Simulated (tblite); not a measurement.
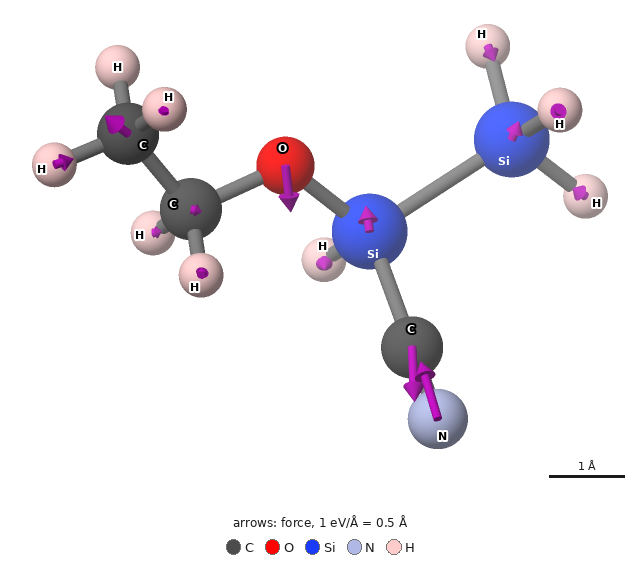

Starting geometry of C3H9NOSi2 with the computed forces as purple arrows. Style: ball-and-stick. Shown at a tilt.

Computed with GFN2-xTB geometry optimisation, gas phase (tblite). 

Is this structure relaxed? If not, where do the atoms go?

It isn't relaxed: the largest force vector, on the N atom, is 1.84 eV/Å. The final displacements have little in common with the starting forces (cosine between the two patterns 0.15). The atom that moves furthest after the best rigid fit is an H atom (0.42 Å). By element the largest moves are H 0.42 Å, O 0.29 Å, Si 0.24 Å, C 0.22 Å, N 0.21 Å. Some distances before and after: O–Si 1.658 → 1.619 Å, H–Si 1.495 → 1.466 Å, C–O 1.429 → 1.403 Å, C–H 1.106 → 1.086 Å. Bond angles that change, for instance: Si–Si–H 109.6° → 121.3°, C–O–Si 119.7° → 130.6°, C–Si–H 109.2° → 100.1°. Over 71 geometry steps the energy falls by 23.7 kJ/mol.
